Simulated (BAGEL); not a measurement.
# RI-MP2/def2-SVP (density fitting with qzvpp-jkfit) run of AlSiH3OF2 ((F)2Al-O-SiH3)

Aim: the energy change on altering one bond length of AlSiH3OF2 ((F)2Al-O-SiH3) at RI-MP2/def2-SVP (density fitting with qzvpp-jkfit), from 2 runs. 

The results are computed with BAGEL 1.2.2.

5 further runs of the same task are left out: 4 that didn't finish, 1 set aside as unsound or not needed. Runs told in other sessions of the task aren't counted.

### 1 The molecule

AlSiH3OF2: 8 atoms, total charge 0, spin state singlet. The shape comes from GFN2-xTB, which is rough for such elements, and wasn't checked as a minimum.

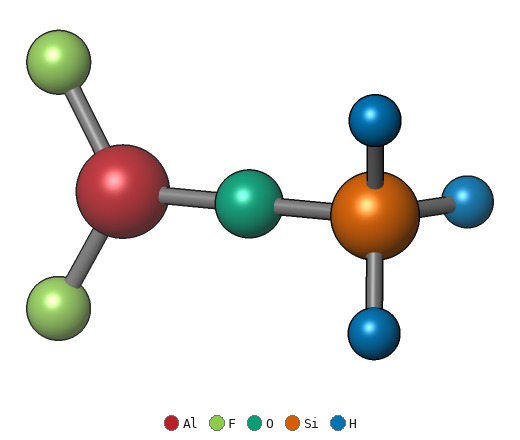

Viewed from a chosen angle; aluminium red, fluorine green, oxygen teal, silicon orange, hydrogen blue.

### 2 The energy at RI-MP2/def2-SVP (density fitting with qzvpp-jkfit)

job.json reads:

```json
{ "bagel": [

{
  "title": "molecule",
  "basis": "svp",
  "df_basis": "qzvpp-jkfit",
  "angstrom": true,
  "geometry": [
    { "atom": "Al", "xyz": [       1.495790,       0.956600,      -0.227570 ] },
    { "atom": "F", "xyz": [       1.835730,       2.225000,       0.754630 ] },
    { "atom": "F", "xyz": [       2.556750,       0.583240,      -1.420950 ] },
    { "atom": "O", "xyz": [       0.117100,       0.076810,      -0.020430 ] },
    { "atom": "Si", "xyz": [      -1.254170,      -0.801120,       0.189990 ] },
    { "atom": "H", "xyz": [      -2.235910,       0.123040,       0.755820 ] },
    { "atom": "H", "xyz": [      -0.889730,      -1.880370,       1.107910 ] },
    { "atom": "H", "xyz": [      -1.625560,      -1.283200,      -1.139400 ] }
  ]
},

{ "title": "hf" },

{ "title": "mp2", "ncore": 13 }

]}
```

Run with:

```bash
$ BAGEL_NUM_THREADS=1 BAGEL job.json > job.out
```

What it wrote:

```text
* using 1 threads per process

  ===============================================================
  ===============================================================

  *** Geometry ***

  { "atom" : "Al", "xyz" : [      2.826633,      1.807712,     -0.430045 ] },
  { "atom" : "F", "xyz" : [      3.469027,      4.204641,      1.426044 ] },
  { "atom" : "F", "xyz" : [      4.831557,      1.102164,     -2.685206 ] },
  { "atom" : "O", "xyz" : [      0.221287,      0.145150,     -0.038607 ] },
  { "atom" : "Si", "xyz" : [     -2.370038,     -1.513897,      0.359029 ] },
  { "atom" : "H", "xyz" : [     -4.225258,      0.232512,      1.428293 ] },
  { "atom" : "H", "xyz" : [     -1.681346,     -3.553384,      2.093646 ] },
  { "atom" : "H", "xyz" : [     -3.071863,     -2.424897,     -2.153154 ] },

  Number of auxiliary basis functions:      541

  Since a DF basis is specified, we compute 2- and 3-index integrals:
    o Being stored without compression. Storage requirement is 0.037 GB

  Number of basis functions:       93
  Number of electrons      :       56

    * METHOD: MOLECULE                             0.25

  *** RHF ***

  === Nuclear Repulsion ===
   278.7169922346

      * DIIS with orbital gradients will be used.

  === RHF iteration (svp) ===
      0       -805.84646134          0.02273582           0.09
      1       -806.06125031          0.01534188           0.09
      2       -806.20174439          0.00094397           0.09
      3       -806.20264427          0.00037834           0.09
      4       -806.20273861          0.00007798           0.09
      5       -806.20274505          0.00001605           0.10
      6       -806.20274540          0.00000445           0.09
      7       -806.20274543          0.00000094           0.09
      8       -806.20274543          0.00000020           0.09
      9       -806.20274543          0.00000005           0.09
     10       -806.20274543          0.00000002           0.09
     11       -806.20274543          0.00000001           0.09
    * SCF iteration converged.

    * Permanent dipole moment:
           (    0.690882,     0.439575,    -0.103756) a.u.

    * METHOD: HF                                   1.30

  *** RHF ***

  === Nuclear Repulsion ===
   278.7169922346

      * DIIS with orbital gradients will be used.

  === RHF iteration (svp) ===
      0       -806.20274543          0.00000000           0.09
    * SCF iteration converged.

    * Permanent dipole moment:
           (    0.690882,     0.439575,    -0.103756) a.u.

  === DF-MP2 calculation ===

    * freezing 13 orbitals
    * 3-index integral transformation done
    * assembly done

      MP2 correlation energy:   -0.7079457258      0.05

      MP2 total energy:       -806.9106911586

    * METHOD: MP2                                  0.24

  ===============================================================
```

Run time: 2 s. Hardware: 1 thread of Arm Neoverse V2, shared host; peak memory 0.15 GiB.

### 3 The distorted shape at the same level

mp2.json reads:

```json
{ "bagel": [

{
  "title": "molecule",
  "basis": "svp",
  "df_basis": "qzvpp-jkfit",
  "angstrom": true,
  "geometry": [
    { "atom": "Al", "xyz": [       1.087857,      -0.565500,      -1.406225 ] },
    { "atom": "F", "xyz": [       1.835730,       2.225000,       0.754630 ] },
    { "atom": "F", "xyz": [       2.148817,      -0.938860,      -2.599605 ] },
    { "atom": "O", "xyz": [      -0.290833,      -1.445290,      -1.199085 ] },
    { "atom": "Si", "xyz": [      -1.662103,      -2.323220,      -0.988665 ] },
    { "atom": "H", "xyz": [      -2.643843,      -1.399060,      -0.422835 ] },
    { "atom": "H", "xyz": [      -1.297663,      -3.402470,      -0.070745 ] },
    { "atom": "H", "xyz": [      -2.033493,      -2.805300,      -2.318055 ] }
  ]
},

{ "title": "hf" },

{ "title": "mp2", "ncore": 13 }

]}
```

Run with:

```bash
$ BAGEL_NUM_THREADS=1 BAGEL mp2.json > mp2.out
```

What it wrote:

```text
* using 1 threads per process

  ===============================================================
  ===============================================================

  *** Geometry ***

  { "atom" : "Al", "xyz" : [      2.055752,     -1.068640,     -2.657380 ] },
  { "atom" : "F", "xyz" : [      3.469027,      4.204641,      1.426044 ] },
  { "atom" : "F", "xyz" : [      4.060676,     -1.774188,     -4.912541 ] },
  { "atom" : "O", "xyz" : [     -0.549595,     -2.731202,     -2.265942 ] },
  { "atom" : "Si", "xyz" : [     -3.140919,     -4.390250,     -1.868306 ] },
  { "atom" : "H", "xyz" : [     -4.996139,     -2.643840,     -0.799042 ] },
  { "atom" : "H", "xyz" : [     -2.452228,     -6.429736,     -0.133689 ] },
  { "atom" : "H", "xyz" : [     -3.842745,     -5.301249,     -4.380489 ] },

  Number of auxiliary basis functions:      541

  Since a DF basis is specified, we compute 2- and 3-index integrals:
    o Being stored without compression. Storage requirement is 0.037 GB

  Number of basis functions:       93
  Number of electrons      :       56

    * METHOD: MOLECULE                             0.25

  *** RHF ***

  === Nuclear Repulsion ===
   242.1668119182

      * DIIS with orbital gradients will be used.

  === RHF iteration (svp) ===
      0       -805.46344324          0.02311910           0.09
      1       -804.99275808          0.02880243           0.09
      2       -805.84517487          0.00827117           0.09
      3       -805.90970070          0.00163045           0.09
      4       -805.91322566          0.00034287           0.09
      5       -805.91349788          0.00018694           0.10
      6       -805.91353829          0.00011611           0.09
      7       -805.91355647          0.00002849           0.09
      8       -805.91355940          0.00001338           0.09
      9       -805.91356007          0.00000850           0.09
     10       -805.91356041          0.00000587           0.09
     11       -805.91356074          0.00000334           0.09
     12       -805.91356086          0.00000184           0.09
     13       -805.91356089          0.00000064           0.09
     14       -805.91356089          0.00000031           0.09
     15       -805.91356089          0.00000012           0.09
     16       -805.91356089          0.00000005           0.09
     17       -805.91356089          0.00000003           0.09
     18       -805.91356089          0.00000001           0.09
     19       -805.91356089          0.00000001           0.09
    * SCF iteration converged.

    * Permanent dipole moment:
           (    1.558336,     3.047013,     1.783861) a.u.

    * METHOD: HF                                   1.99

  *** RHF ***

  === Nuclear Repulsion ===
   242.1668119182

      * DIIS with orbital gradients will be used.

  === RHF iteration (svp) ===
      0       -805.91356089          0.00000001           0.09
    * SCF iteration converged.

    * Permanent dipole moment:
           (    1.558336,     3.047013,     1.783860) a.u.

  === DF-MP2 calculation ===

    * freezing 13 orbitals
    * 3-index integral transformation done
    * assembly done

      MP2 correlation energy:   -0.7365209403      0.05

      MP2 total energy:       -806.6500818292

    * METHOD: MP2                                  0.24

  ===============================================================
```

It took 2.8 s on 1 thread of Arm Neoverse V2, shared host; peak memory 0.15 GiB.

### 4 Outcome

At RI-MP2/def2-SVP (density fitting with qzvpp-jkfit), 13 core orbitals frozen:

| quantity | value |
| --- | --- |
| first shape: total energy | -806.91069 Eh |
| first shape: correlation energy (13 core orbitals frozen) | -707.9 mEh |
| distorted shape: total energy | -806.65008 Eh |
| distorted shape: correlation energy (13 core orbitals frozen) | -736.5 mEh |
| energy change with the Al1–F2 bond stretched from 1.640 to 3.608 Å | 7.092 eV |

With the Al1–F2 bond stretched from 1.640 to 3.608 Å the energy rises by 7.09 eV (684 kJ/mol). The first shape isn't relaxed at this level, so the change isn't measured from a minimum. A restricted reference can't describe the breaking bond well at this length.
